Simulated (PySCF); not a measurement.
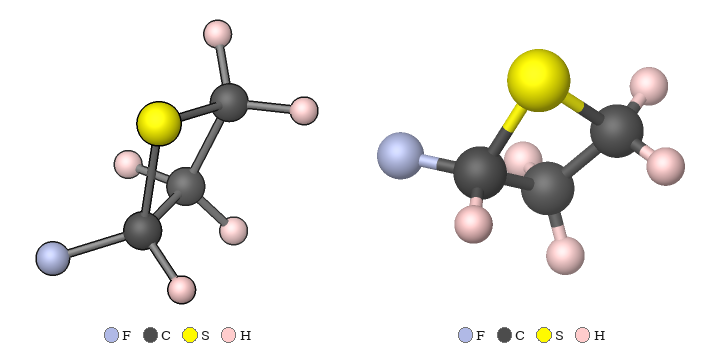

Both panels show the same species.

The geometry was computed by an optimisation with PBE0-D3(BJ)/def2-SVP. No frequency run is at hand to confirm it as a minimum.

Question: Which formula does it have?

Answer: C₃H₅FS, 10 atoms: 3 carbon, 5 hydrogen, 1 fluorine and 1 sulfur.

Question: What is its SMILES?

Answer: F[C@H]1CCS1

Question: Name some functional groups or characteristic bonds that it holds.

Answer: Among them: thioether, C–F bond.

Question: What is the point group of this geometry?

Answer: C1.

Question: Describe its rings.

Answer: Independent rings (smallest set): 1 of 4 members.

More results for the same structure follow; atom numbers are the same in all pictures, views and colours differ.

**Shape**

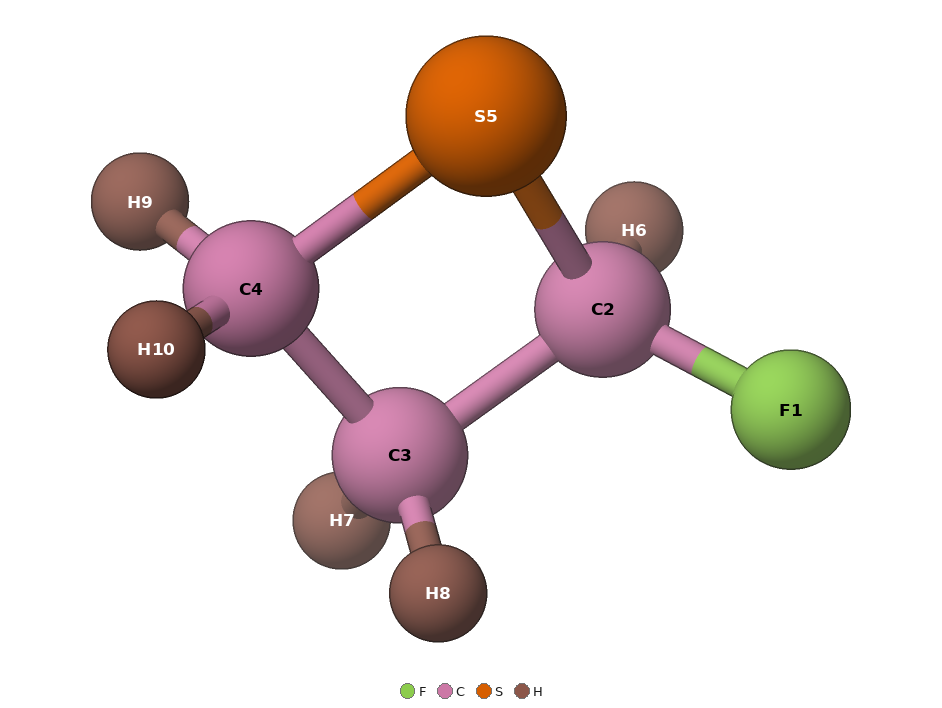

The atoms are numbered. No frequency run is at hand to confirm it as a minimum.

Question: What is the geometry at C3?

Answer: C3 has 4 neighbours (C2 at 1.52, C4 at 1.53, H7 at 1.10, H8 at 1.10 Å); the arrangement is tetrahedral.

Question: How are the neighbours of atom 5 arranged?

Answer: S5 has 2 neighbours (C2 at 1.84, C4 at 1.84 Å); the arrangement is bent.

Question: What is the dihedral angle F1–C2–S5–C4?

Answer: 131° in size, that is anticlinal.

**Quadrupole coupling**

No frequency run is at hand to confirm it as a minimum. Electric field gradients from the ground-state density, PBE0/def2-SVP (PySCF 2.14.0), non-relativistic apart from any core potentials.

Give the largest field-gradient component, the quadrupole coupling constant and the asymmetry for 33S at S5 (Q = −67.81 mb), 2H at H6 (Q = 2.86 mb), 2H at H7 (Q = 2.86 mb).

| atom | V_zz (a.u.) | e²qQ/h (MHz) | η |
| --- | --- | --- | --- |
| S5 | −2.682 | 42.7 | 0.58 |
| H6 | 0.284 | 0.191 | 0.06 |
| H7 | 0.297 | 0.200 | 0.02 |

**NMR shielding**

The questions are on isotropic NMR shieldings of the H atoms. No frequency run is at hand to confirm it as a minimum. Level of theory: GIAO LC-wPBE/pcSseg-2 NMR shielding, non-relativistic, gas phase (PySCF 2.14.0).

Give the isotropic NMR shieldings of the H atoms atom by atom.

```csv
atom,σ (ppm)
H6,25.37
H7,28.67
H8,28.24
H9,28.59
H10,28.80
```

**Charges**

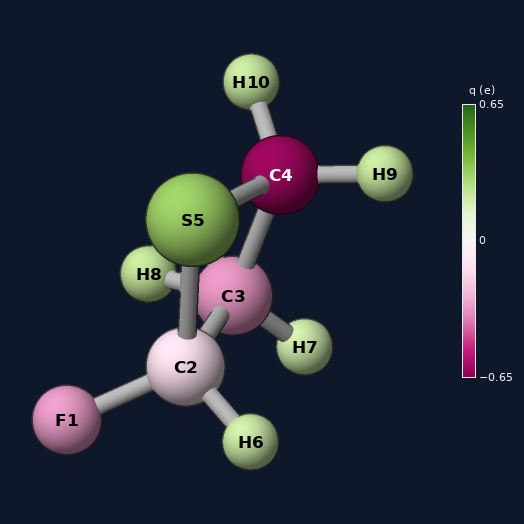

Atoms are coloured by their Mulliken charges. No frequency run is at hand to confirm it as a minimum. Level of theory: PBE0/6-31G, gas phase (PySCF 2.14.0).

Question: Which atom carries the highest charge (most positive or least negative)?

Answer: S5 (0.32 e).

Question: And the lowest?

Answer: C4 (−0.61 e).

Give the Mulliken charges atom by atom.

| atom | value (e) |
| --- | --- |
| F1 | −0.31 |
| C2 | −0.12 |
| C3 | −0.32 |
| C4 | −0.61 |
| S5 | 0.32 |
| H6 | 0.20 |
| H7 | 0.19 |
| H8 | 0.22 |
| H9 | 0.22 |
| H10 | 0.22 |

**Ring current**

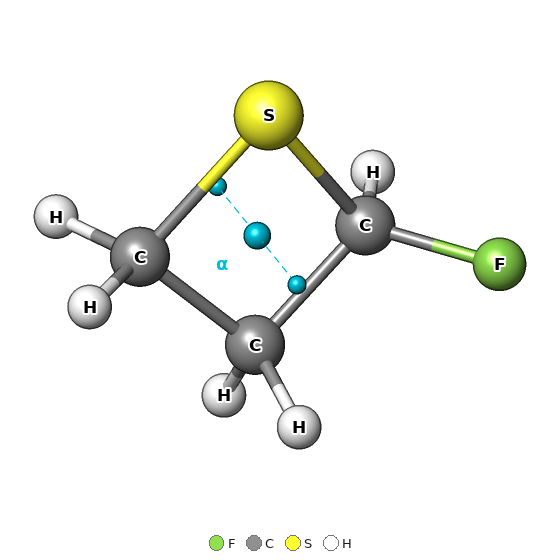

The small points mark where nucleus-independent chemical shifts (NICS) were computed: at the centre of each lettered ring and 1 Å above and below it. No frequency run is at hand to confirm it as a minimum. Method: GIAO PBE0/def2-SVP NMR shielding, non-relativistic, gas phase (PySCF 2.14.0).

Give NICS(0), NICS(1) and the out-of-plane component NICS(1)zz for each ring (means of the two sides).

```
ring  members  NICS(0)  NICS(1)  NICS(1)zz
   α      C3S     −3.7     −1.1        4.9
```

Values in ppm.

Mulliken values depend strongly on the basis set and can even reverse the polarity of a bond.
